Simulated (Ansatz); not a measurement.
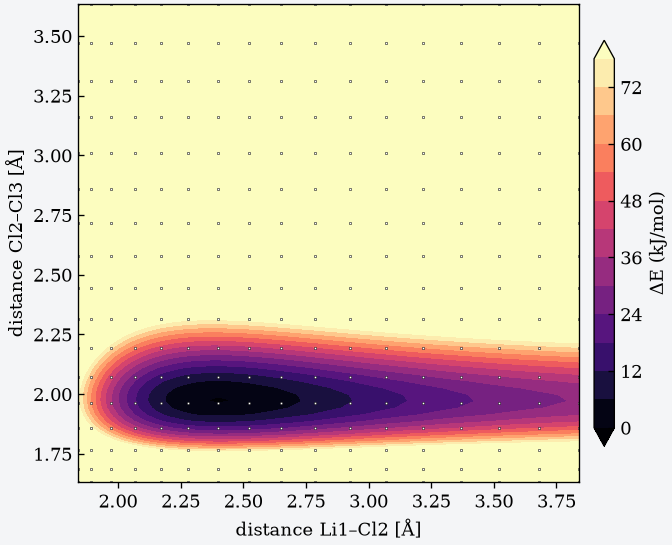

The system Li⁺ + Cl₂. The first coordinate is: distance Li1–Cl2; the second: distance Cl2–Cl3. Nothing is relaxed (the angle Li1–Cl2–Cl3 is fixed at 120 degrees). The grid has 17 × 17 points. Energies are in kJ/mol, from the lowest grid point. The reference is spin-restricted, so regions where a bond is pulled apart into radicals lie too high. All numbers below come from RHF/def2-TZVPD in Ansatz.

In the figure: filled contours, dots at the grid points, one colour for all values above the top of the scale. Between grid points the surface is interpolated.

Where is the minimum, and how stiff is the well along each coordinate?

The interpolated minimum is at distance Li1–Cl2 ≈ 2.399 Å, distance Cl2–Cl3 ≈ 1.978 Å. The curvatures there are about 1.9 eV/Å² and 23 eV/Å², with a cross term of about 0 eV/Å². Round the minimum the two coordinates are nearly uncoupled. (1 eV is 96.5 kJ/mol.)
